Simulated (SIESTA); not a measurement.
Band structure of ZnFe3C (Pm-3m, 5 atoms in the cell).

```xyz
5
Lattice="3.7729 0.0000 0.0000 0.0000 3.7729 0.0000 0.0000 0.0000 3.7729" Properties=species:S:1:pos:R:3 pbc="T T T"
Zn     0.0000     0.0000     0.0000
Fe     1.8864     0.0000     1.8864
Fe     0.0000     1.8864     1.8864
Fe     1.8864     1.8864     0.0000
C      1.8864     1.8864     1.8864
```
Moments meant for the start (each program seeds them in its own way; μB, in the order of the atoms Zn Fe Fe Fe C): 0.0 4.0 4.0 4.0 0.0.

Computed with SIESTA with GGA PBEsol, numerical atomic orbitals DZP, PseudoDojo PBEsol standard norm-conserving potentials (rewritten from UPF to PSML).

Settings: XC.functional = GGA; XC.authors = PBEsol; potentials = PseudoDojo PBEsol standard; PAO.BasisSize = DZP; PAO.EnergyShift = 0.005 Ry; MeshCutoff = 300 Ry; kgrid.MonkhorstPack = 7 7 7; OccupationFunction = FD; ElectronicTemperature = 136 meV; Spin = polarized; DM.InitSpin = [1 +0.00, 2 +4.00, 3 +4.00, 4 +4.00, 5 +0.00]; MaxSCFIterations = 150; SCF.Mixer.Method = Broyden; SCF.Mixer.Weight = 0.1.

The starting cell comes from a database of computed structures (which also holds hypothetical and non-ambient phases and stackings), without a prior relaxation at this level. The magnetic order is the one reached from the typed start; others were not searched systematically. Values carry the incompleteness of an atom-centred basis.

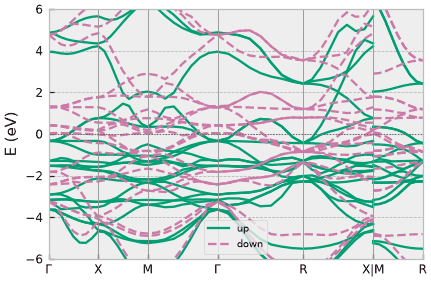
Figure. Bands along the path, energies from the Fermi level.

Levels in eV from the Fermi level, bands 35 to 40 of the first spin channel:
```csv
point,35,36,37,38,39,40
Γ,-1.30,-1.30,-0.34,-0.34,-0.34,-0.33
X,-1.59,-1.35,-1.00,-0.34,0.76,0.76
M,-1.33,-1.33,-1.05,-0.50,0.34,0.34
R,-1.35,-1.29,-1.29,-0.44,-0.44,-0.44
```

Bands cross the Fermi level along this path, so the cell is metallic at this level.

Higher empty bands are left out: an atom-centred basis made for the valence describes them poorly.

The net moment of the cell came out as 4.28 μB.
